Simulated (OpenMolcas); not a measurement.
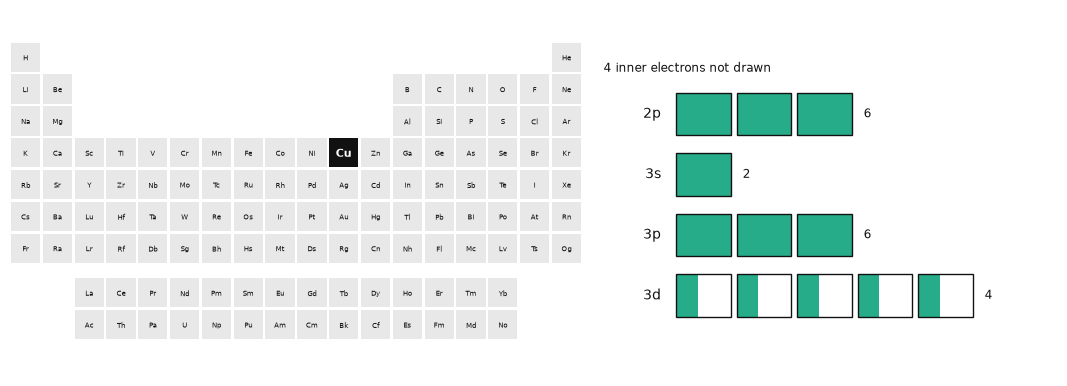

**Figure 1.** Left, the place of copper in the periodic table; right, the outer shells of the leading configuration of the lowest level: a box for each of the 2l + 1 orbitals, shaded by the share of the shell that is filled, with the electron count at the right.

Cu⁷⁺: multiconfigurational calculation

System: Cu⁷⁺.
Method: state-averaged SS-CASPT2, IPEA shift 0.25, imaginary shift 0.1 hartree, active space 4 electrons in the shells 3d 4d, basis ANO-RCC-VQZP, DKH2 scalar Hamiltonian, spin-orbit coupling by RASSI with atomic mean-field integrals (OpenMolcas).

### Output (extracts)
```
--- CASPT2 ---
Orbital specifications:
      -----------------------

      Symmetry species                           1   2
                                                ag  au
      Frozen orbitals                            3   6
      Inactive orbitals                          0   0
      Active orbitals                           10   0
      Secondary orbitals                        32  44
      Deleted orbitals                           0   0
      Number of basis functions                 45  50
Type of calculation                        MS-CASPT2
      Fock operator                              state-specific
      IPEA shift                                 0.25
      Real shift                                 0.00
      Imaginary shift                            0.10
      The input orbitals will be transformed to quasi-canonical
Reference energy:       -1637.2683819381
      E2 (Non-variational):      -0.0303911462
      Shift correction:          -0.0000010475
      E2 (Variational):          -0.0303921937
      Total energy:           -1637.2987741318
      Residual norm:              0.0000003332
      Reference weight:           0.99839
      Contributions to the CASPT2 correlation energy
      Active & Virtual Only:         -0.0303911462
      One Inactive Excited:           0.0000000000
      Two Inactive Excited:           0.0000000000
Reference energy:       -1637.2683819381
      E2 (Non-variational):      -0.0303908174
      Shift correction:          -0.0000010474
      E2 (Variational):          -0.0303918648
      Total energy:           -1637.2987738029
      Residual norm:              0.0000003312
      Reference weight:           0.99839
      Contributions to the CASPT2 correlation energy
      Active & Virtual Only:         -0.0303908174
      One Inactive Excited:           0.0000000000
      Two Inactive Excited:           0.0000000000
::    CASPT2 Root  1     Total energy:  -1637.29877413
::    CASPT2 Root  2     Total energy:  -1637.29877380
::    CASPT2 Root  3     Total energy:  -1637.29877411
::    CASPT2 Root  4     Total energy:  -1637.29877413
::    CASPT2 Root  5     Total energy:  -1637.29877414
::    MS-CASPT2 Root  1     Total energy:  -1637.29877930
::    MS-CASPT2 Root  2     Total energy:  -1637.29877732
::    MS-CASPT2 Root  3     Total energy:  -1637.29877360
::    MS-CASPT2 Root  4     Total energy:  -1637.29877053
::    MS-CASPT2 Root  5     Total energy:  -1637.29876956
--- CASPT2 ---
Orbital specifications:
      -----------------------

      Symmetry species                           1   2
                                                ag  au
      Frozen orbitals                            3   6
      Inactive orbitals                          0   0
      Active orbitals                           10   0
      Secondary orbitals                        32  44
      Deleted orbitals                           0   0
      Number of basis functions                 45  50
Type of calculation                        MS-CASPT2
      Fock operator                              state-specific
      IPEA shift                                 0.25
      Real shift                                 0.00
      Imaginary shift                            0.10
      The input orbitals will be transformed to quasi-canonical
Reference energy:       -1637.1064138782
      E2 (Non-variational):      -0.0315933901
      Shift correction:          -0.0000012154
      E2 (Variational):          -0.0315946056
      Total energy:           -1637.1380084838
      Residual norm:              0.0000005578
      Reference weight:           0.99826
      Contributions to the CASPT2 correlation energy
      Active & Virtual Only:         -0.0315933901
      One Inactive Excited:           0.0000000000
      Two Inactive Excited:           0.0000000000
Reference energy:       -1637.1064138782
      E2 (Non-variational):      -0.0315937149
      Shift correction:          -0.0000012209
      E2 (Variational):          -0.0315949358
      Total energy:           -1637.1380088140
      Residual norm:              0.0000005608
      Reference weight:           0.99826
      Contributions to the CASPT2 correlation energy
      Active & Virtual Only:         -0.0315937149
      One Inactive Excited:           0.0000000000
      Two Inactive Excited:           0.0000000000
::    CASPT2 Root  1     Total energy:  -1637.13800848
::    CASPT2 Root  2     Total energy:  -1637.13800881
::    CASPT2 Root  3     Total energy:  -1637.13800621
::    CASPT2 Root  4     Total energy:  -1637.13799779
::    CASPT2 Root  5     Total energy:  -1637.13800577
::    CASPT2 Root  6     Total energy:  -1637.13800334
::    CASPT2 Root  7     Total energy:  -1637.13800822
::    CASPT2 Root  8     Total energy:  -1637.13800892
::    CASPT2 Root  9     Total energy:  -1637.13800971
::    CASPT2 Root 10     Total energy:  -1637.13800917
::    CASPT2 Root 11     Total energy:  -1637.13800645
::    CASPT2 Root 12     Total energy:  -1637.13225611
::    CASPT2 Root 13     Total energy:  -1637.13225525
::    CASPT2 Root 14     Total energy:  -1637.13225589
::    CASPT2 Root 15     Total energy:  -1637.12220335
::    CASPT2 Root 16     Total energy:  -1637.12214954
::    CASPT2 Root 17     Total energy:  -1637.12222559
::    CASPT2 Root 18     Total energy:  -1637.12219219
::    CASPT2 Root 19     Total energy:  -1637.12216678
::    CASPT2 Root 20     Total energy:  -1637.12220606
::    CASPT2 Root 21     Total energy:  -1637.12220977
::    CASPT2 Root 22     Total energy:  -1637.10063054
::    CASPT2 Root 23     Total energy:  -1637.10064183
::    CASPT2 Root 24     Total energy:  -1637.10065763
::    CASPT2 Root 25     Total energy:  -1637.10067331
::    CASPT2 Root 26     Total energy:  -1637.10064452
::    CASPT2 Root 27     Total energy:  -1637.10062906
::    CASPT2 Root 28     Total energy:  -1637.10066306
::    CASPT2 Root 29     Total energy:  -1637.10064863
::    CASPT2 Root 30     Total energy:  -1637.10063385
--- CASPT2 ---
Orbital specifications:
      -----------------------

      Symmetry species                           1   2
                                                ag  au
      Frozen orbitals                            3   6
      Inactive orbitals                          0   0
      Active orbitals                           10   0
      Secondary orbitals                        32  44
      Deleted orbitals                           0   0
      Number of basis functions                 45  50
Type of calculation                        MS-CASPT2
      Fock operator                              state-specific
      IPEA shift                                 0.25
      Real shift                                 0.00
      Imaginary shift                            0.10
      The input orbitals will be transformed to quasi-canonical
Reference energy:       -1637.0253980062
      E2 (Non-variational):      -0.0316160598
      Shift correction:          -0.0000011557
      E2 (Variational):          -0.0316172155
      Total energy:           -1637.0570152218
      Residual norm:              0.0000006875
      Reference weight:           0.99828
      Contributions to the CASPT2 correlation energy
      Active & Virtual Only:         -0.0316160598
      One Inactive Excited:           0.0000000000
      Two Inactive Excited:           0.0000000000
Reference energy:       -1637.0253980062
      E2 (Non-variational):      -0.0316385548
      Shift correction:          -0.0000011597
      E2 (Variational):          -0.0316397145
      Total energy:           -1637.0570377207
      Residual norm:              0.0000006906
      Reference weight:           0.99827
      Contributions to the CASPT2 correlation energy
      Active & Virtual Only:         -0.0316385548
      One Inactive Excited:           0.0000000000
      Two Inactive Excited:           0.0000000000
::    CASPT2 Root  1     Total energy:  -1637.05701522
::    CASPT2 Root  2     Total energy:  -1637.05703772
::    CASPT2 Root  3     Total energy:  -1637.05701762
::    CASPT2 Root  4     Total energy:  -1637.05713941
::    CASPT2 Root  5     Total energy:  -1637.05702274
::    CASPT2 Root  6     Total energy:  -1637.05705733
::    CASPT2 Root  7     Total energy:  -1637.05704665
::    CASPT2 Root  8     Total energy:  -1637.05703064
::    CASPT2 Root  9     Total energy:  -1637.05703261
::    CASPT2 Root 10     Total energy:  -1637.05701435
::    CASPT2 Root 11     Total energy:  -1637.05703567
::    CASPT2 Root 12     Total energy:  -1637.05699791
::    CASPT2 Root 13     Total energy:  -1637.05698131
::    CASPT2 Root 14     Total energy:  -1637.05203525
::    CASPT2 Root 15     Total energy:  -1637.05208258
::    CASPT2 Root 16     Total energy:  -1637.05203142
::    CASPT2 Root 17     Total energy:  -1637.05212846
::    CASPT2 Root 18     Total energy:  -1637.05216805
::    CASPT2 Root 19     Total energy:  -1637.05208925
::    CASPT2 Root 20     Total energy:  -1637.05217155
::    CASPT2 Root 21     Total energy:  -1637.05209079
::    CASPT2 Root 22     Total energy:  -1637.05207733
::    CASPT2 Root 23     Total energy:  -1637.01841373
::    CASPT2 Root 24     Total energy:  -1636.99905682
::    CASPT2 Root 25     Total energy:  -1636.99907255
::    CASPT2 Root 26     Total energy:  -1636.99907500
::    CASPT2 Root 27     Total energy:  -1636.99907942
::    CASPT2 Root 28     Total energy:  -1636.99906161
::    CASPT2 Root 29     Total energy:  -1636.94655561
::    CASPT2 Root 30     Total energy:  -1636.94662399
```

### Spin-orbit levels, grouped by J and assigned (the lowest 25)

| Configuration | Level | E (eV) | LS purity (%) | Landé g |
| --- | --- | --- | --- | --- |
| 3d⁴ | ⁵D₀ | 0 | 99 | – |
| 3d⁴ | ⁵D₁ | 0.04704 | 100 | 1.501 |
| 3d⁴ | ⁵D₂ | 0.1354 | 100 | 1.501 |
| 3d⁴ | ⁵D₃ | 0.2574 | 100 | 1.501 |
| 3d⁴ | ⁵D₄ | 0.4066 | 100 | 1.500 |
| 3d⁴ | ³P₀ | 4.312 | 98 | – |
| 3d⁴ | ³H₄ | 4.488 | 95 | 0.812 |
| 3d⁴ | ³P₁ | 4.582 | 99 | 1.498 |
| 3d⁴ | ³H₅ | 4.596 | 97 | 1.038 |
| 3d⁴ | ³H₆ | 4.706 | 99 | 1.166 |
| 3d⁴ | ³F₂ | 4.985 | 99 | 0.673 |
| 3d⁴ | ³F₃ | 5.001 | 90 | 1.050 |
| 3d⁴ | ³P₂ | 5.018 | 98 | 1.494 |
| 3d⁴ | ³F₄ | 5.051 | 89 | 1.224 |
| 3d⁴ | ³G₃ | 5.590 | 90 | 0.784 |
| 3d⁴ | ³G₄ | 5.698 | 89 | 1.062 |
| 3d⁴ | ³G₅ | 5.786 | 97 | 1.196 |
| 3d⁴ | ¹I₆ | 6.863 | 99 | 1.001 |
| 3d⁴ | ³D₃ | 7.051 | 99 | 1.332 |
| 3d⁴ | ¹G₄ | 7.055 | 96 | 1.004 |
| 3d⁴ | ³D₂ | 7.079 | 97 | 1.165 |
| 3d⁴ | ³D₁ | 7.130 | 100 | 0.502 |
| 3d⁴ | ¹S₀ | 7.942 | 98 | – |
| 3d⁴ | ¹D₂ | 8.463 | 97 | 1.004 |
| 3d⁴ | ¹F₃ | 9.839 | 98 | 1.002 |

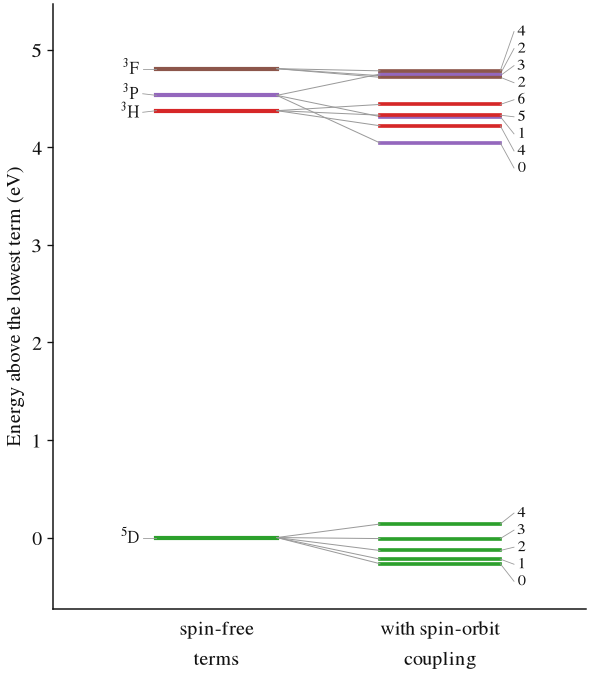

**Figure 2.** Terms of Cu⁷⁺ without and with spin-orbit coupling; numbers at the right are J. ⁵D (at 0) splits over 0.407 eV into J = 0, 1, 2, 3, 4 from the bottom up (normal); ³H (at 4.37 eV) splits over 0.218 eV into J = 4, 5, 6 from the bottom up (normal); ³P (at 4.53 eV) splits over 0.706 eV into J = 0, 1, 2 from the bottom up (normal); ³F (at 4.81 eV) splits over 0.0660 eV into J = 2, 3, 4 from the bottom up (normal). The ground level lies 0.268 eV below the lowest term.

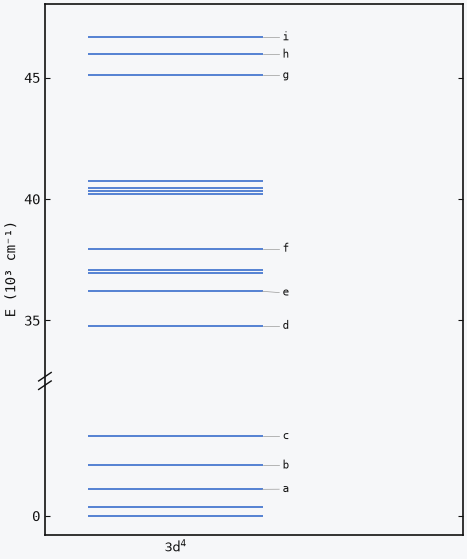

**Figure 3.** The lowest computed levels of Cu VIII (Cu⁷⁺), 9 of them lettered. a: 3d⁴ ⁵D₂ at 1,090 cm⁻¹; b: 3d⁴ ⁵D₃ at 2,080 cm⁻¹; c: 3d⁴ ⁵D₄ at 3,280 cm⁻¹; d: 3d⁴ ³P₀ at 34,800 cm⁻¹; e: 3d⁴ ³H₄ at 36,200 cm⁻¹; f: 3d⁴ ³H₆ at 38,000 cm⁻¹; g: 3d⁴ ³G₃ at 45,100 cm⁻¹; h: 3d⁴ ³G₄ at 46,000 cm⁻¹; i: 3d⁴ ³G₅ at 46,700 cm⁻¹.

### The input
```
&GATEWAY
Coord
1

Cu 0.0 0.0 0.0
Basis=ANO-RCC-VQZP
Group=XYZ
NoMove
AngMom=0.0 0.0 0.0
AMFI
&SEWARD
&RASSCF
FileOrb=start.orb
Symmetry=1
Spin=5
nActEl=4 0 0
Inactive=3 6
Ras2=5 0
CIRoot=5 5 1
SDav=5
CIMx=300
Iter=120 100
PrWF=0.3
OrbListing=Nothing
MaxOrb=0
Atom
>>> COPY $Project.JobIph JOBPRE
&RASSCF
FileOrb=start.orb
Symmetry=1
Spin=5
nActEl=4 0 0
Inactive=3 6
Ras2=10 0
CIRoot=5 5 1
SDav=210
CIMx=300
Iter=120 100
PrWF=0.3
OrbListing=Nothing
MaxOrb=0
Atom
>>> COPY $Project.JobIph JOB001
&RASSCF
FileOrb=start.orb
Symmetry=1
Spin=3
nActEl=4 0 0
Inactive=3 6
Ras2=10 0
CIRoot=45 45 1
SDav=990
CIMx=300
Iter=120 100
PrWF=0.3
OrbListing=Nothing
MaxOrb=0
Atom
>>> COPY $Project.JobIph JOB002
&RASSCF
FileOrb=start.orb
Symmetry=1
Spin=1
nActEl=4 0 0
Inactive=3 6
Ras2=10 0
CIRoot=44 44 1
SDav=825
CIMx=300
Iter=120 100
PrWF=0.3
OrbListing=Nothing
MaxOrb=0
Atom
>>> COPY $Project.JobIph JOB003
&RASSI
NrOfJobIphs=3 5 45 44
1 2 3 4 5
1 2 3 4 5 6 7 8 9 10 11 12 13 14 15 16 17 18 19 20 21 22 23 24 25 26 27
28 29 30 31 32 33 34 35 36 37 38 39 40 41 42 43 44 45
1 2 3 4 5 6 7 8 9 10 11 12 13 14 15 16 17 18 19 20 21 22 23 24 25 26 27
28 29 30 31 32 33 34 35 36 37 38 39 40 41 42 43 44
IphNames
JOB001
JOB002
JOB003
EJob
SpinOrbit
DIPRint=1.0
SOCoupling=1000.0
Subsets=2
MEES
Property=10
'ANGMOM' 1 'ANGMOM' 2 'ANGMOM' 3 'MLTPL  1' 1 'MLTPL  1' 2 'MLTPL  1' 3
'AMFI' 1 'AMFI' 2 'AMFI' 3 'MLTPL  2' 6
SOProperty=3
'ANGMOM' 1 'ANGMOM' 2 'ANGMOM' 3
>>> COPY JOB001 $Project.JobIph
&CASPT2
Multistate=5 1 2 3 4 5
Frozen=3 6
IPEA=0.25
Imaginary=0.1
MaxIter=60
WThr=0.0 0.3 0.05
PrWF=0.5
NoMix
>>> COPY JOB002 $Project.JobIph
&CASPT2
Multistate=45 1 2 3 4 5 6 7 8 9 10 11 12 13 14 15 16 17 18 19 20 21 22
23 24 25 26 27 28 29 30 31 32 33 34 35 36 37 38 39 40 41 42 43 44 45
Frozen=3 6
IPEA=0.25
Imaginary=0.1
MaxIter=60
WThr=0.0 0.3 0.05
PrWF=0.5
NoMix
>>> COPY JOB003 $Project.JobIph
&CASPT2
Multistate=44 1 2 3 4 5 6 7 8 9 10 11 12 13 14 15 16 17 18 19 20 21 22
23 24 25 26 27 28 29 30 31 32 33 34 35 36 37 38 39 40 41 42 43 44
Frozen=3 6
IPEA=0.25
Imaginary=0.1
MaxIter=60
WThr=0.0 0.3 0.05
PrWF=0.5
NoMix
```

The file start.orb holds starting orbitals from an earlier step. A driver script formed the levels outside the program, from RASSI's spin-orbit matrix and the CASPT2 energies (for multi-state variants, the effective Hamiltonian), averaged over the components of each term or state. The log and the time are those of the CASPT2 step.

### Results in brief

- outcome: converged
- lowest level: 3d⁴ ⁵D₀
- first excited level: 3d⁴ ⁵D₁, 379 cm⁻¹
- energy of the lowest spin-free term: −1637.29877 hartree
- energy of the lowest spin-orbit level: −1637.30863 hartree
- CASPT2 correlation energy: −0.0304 hartree
- largest spread among components of a term: 34.7 cm⁻¹
- lowest reference weight: 0.997
- hardware: 1 CPU thread, shared host
- wall time: 5.8 min

### Remarks

The run is of multi-state type; this report uses its single-state energies. Caveats: extra active shells serve correlation only, their own levels not computed; only configurations of the active space are included.
